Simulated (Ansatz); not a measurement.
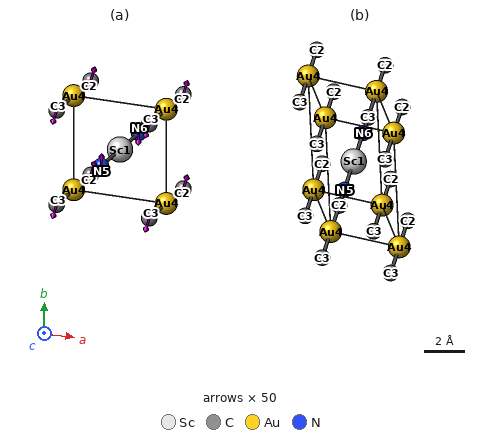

The structure of solid ScAuC2N2 (a generated structure, set up in P-1) (coarse preliminary run) before (left) and after (right) a relaxation, at one scale. The purple arrows give the displacements (the part carried along by the change of the cell is left out), 50 times their true length.

Style: ball-and-stick. Shown: the cell of the calculation, along the c axis.

The calculation used DFT PBE, scalar-relativistic, plane waves, PAW in Ansatz 0.2.0. (plane-wave cutoff 420 eV; k-point mesh 4 × 4 × 4; occupations gaussian; smearing width 0.1 eV; no spin polarisation; cell and atoms relaxed; force threshold 0.04 eV/Å; at most 70 steps)

**Describe what moved and what it gained.**

The largest moves relative to the cell, 0.021 Å, are those of C2 and C3. C3 goes along [−1 −1 1]. Largest moves by element: C 0.021 Å, N 0.018 Å. Au and Sc stay in place. The volume changes by −37.8 %, with a 4.747 → 3.524 Å (−25.8 %), b 4.784 → 6.065 Å (+26.8 %), c 6.964 → 6.079 Å (−12.7 %), α 99.0° → 129.9°, β 98.3° → 74.3°, γ 96.9° → 105.7°. Near-neighbour distances that change, for instance: C2–Au4 1.917 → 1.954 Å, C2–N5 1.170 → 1.176 Å. The space group stays P-1 (No. 2). After 22 accepted moves (26 points after the start) the energy has fallen by 382 meV per atom. The largest force component goes from 1.1 to 0.0021 eV/Å. Pressure: 0.81 GPa at the start and 0.06 GPa at the end. The line search rejected the trial step at point 7 of the run. At 3 points the geometry stayed and the basis and grid were re-selected for the new cell (energy shift of 24.5 meV per atom at most each time). The run took 2.8 min on 1 thread of AMD EPYC 7R13 Processor (Zen 3), on a shared host, peak memory 0.54 GiB.
